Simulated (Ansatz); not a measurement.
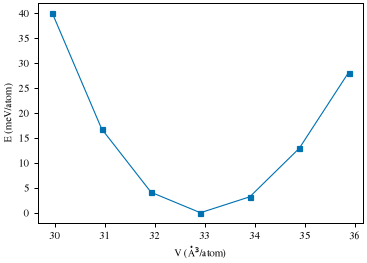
SnTe (rock salt, space group No. 225) under volume change, plane-wave PAW PBE (Ansatz code), scaled uniformly.

What does a third-order Birch–Murnaghan fit give for V₀, B₀ and B′?

V₀ = 32.93 Å³/atom, B₀ = 40.2 GPa, B′ = 4.4.

Space group Fm-3m (rock salt). The cell was relaxed with PBE under the symmetry of its start. At this level the phase is dynamically unstable (imaginary phonons). Spin–orbit coupling is left out wherever it is not named.

Potentials: the later of the program's two PAW sets.
